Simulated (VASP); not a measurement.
Input:

```yaml
crystal:
  lattice:
    - [0.00000, 2.99294, 2.99294]
    - [2.99294, 0.00000, 2.99294]
    - [2.99294, 2.99294, 0.00000]
  atoms:
    - { symbol: Cr, position: [0.00000, 0.00000, 0.00000], spin: 3.4 }
    - { symbol: Ge, position: [0.25000, 0.25000, 0.25000] }
    - { symbol: Ge, position: [0.75000, 0.75000, 0.75000] }
```

Level of theory: r2SCAN meta-GGA, VASP's PBE PAW potentials (set 64) (plane waves; VASP). Settings: 400 eV cut-off, 10×10×10 Γ-centred mesh, tetrahedra with Blöchl corrections, potentials Cr_pv Ge_d.

The moments were started parallel, and other spin orders were not tried in this run.

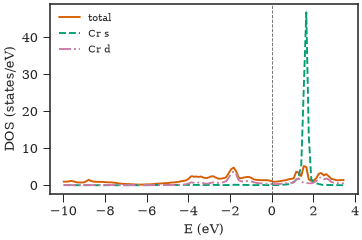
*Total and projected density of states, zero at the Fermi level*

Within 2 eV below the Fermi level the largest weight inside VASP's projection spheres is Cr d, then Ge p.

It has no gap at this level: it comes out as a metal or semimetal.

The structure was generated: CrGe2 was put into the fluorite type (Fm-3m), which need not be its known phase. It was relaxed first.
